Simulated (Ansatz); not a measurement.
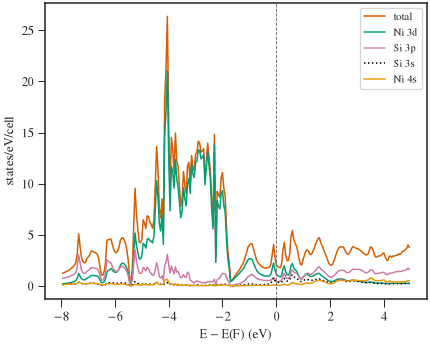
Figure. Total and projected density of states of SiNi in space group P2_13 (No. 198; Si on 4a, Ni on 4a), r²SCAN (plane waves, PAW; program Ansatz)

Which orbitals carry the states next to the Fermi level?

Within 0.5 eV of the Fermi level: Ni 3d 51 %, Si 3p 27 %, Si 3s 16 %. Projections are on Löwdin-orthogonalised atomic valence shells; empty p or d shells of many metals are not among them.

Where is the tallest occupied peak in this window, and what makes it?

Near -4.0 eV, about 26 states/eV per cell; the largest projected share is Ni 3d.

The first step of the workflow began from a Materials Project structure, measured or hypothetical; the Crystallography Open Database copy checked does not list it. It is not the phase usual at ambient conditions (space group No. 62). Symmetry was held in the r²SCAN relaxation; whether a distortion lowers the energy is not shown. The run is not spin-polarised.

Potentials: the later of the program's two PAW sets.
